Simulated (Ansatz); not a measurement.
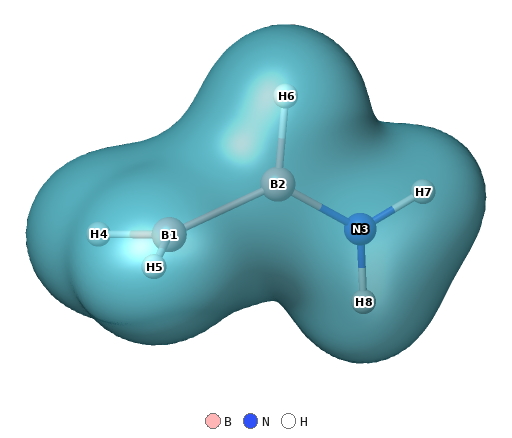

Figure. B₂H₅N (SMILES BBN). Isosurface of the total electron density at 0.05 e/Å³ (cyan), seen at a tilt.

Geometry: PBE0-D4/def2-TZVP.

These are results of RKS PBE0-D4/def2-TZVPP (Ansatz 0.2.0), not measurements.

The calculation's input:

```
crystal:
  periodic: [false, false, false]
  atoms:
    - {symbol: B, position_ang: [-0.976598, 0.621552, -0.787242]}
    - {symbol: B, position_ang: [0.368185, 0.270682, 0.127282]}
    - {symbol: N, position_ang: [0.742642, -0.937158, 0.706065]}
    - {symbol: H, position_ang: [-0.968130, 0.562038, -1.986741]}
    - {symbol: H, position_ang: [-1.985868, 1.054416, -0.301026]}
    - {symbol: H, position_ang: [1.118642, 1.203067, 0.308266]}
    - {symbol: H, position_ang: [1.584201, -1.045497, 1.245921]}
    - {symbol: H, position_ang: [0.209127, -1.786200, 0.631775]}
basis:
  gaussian: {orbitals: def2-TZVPP}
hamiltonian: {xc: pbe0, dispersion: d4}
output: {orbitals: {seedname: orbitals}}
```

Launched as:

```sh
ansatz run in.yaml --threads 2 --pin off --events-out ev --progress --plain --max-ram 4352MiB
```

Which contacts does the surface bridge?

At this value the surface is in one piece. It bridges the sampled B–N (1.39 Å), B–B (1.66 Å), N–H (1.01 Å) and B–H (1.20 Å) contacts, where the density stays above the isovalue. On the grid the lowest density along these lines, outside the cores, is 1.5 e/Å³ (B–N, 1.39 Å), 1.2 e/Å³ (B–B, 1.66 Å), 2.4 e/Å³ (N–H, 1.01 Å) and 1.2 e/Å³ (B–H, 1.20 Å).
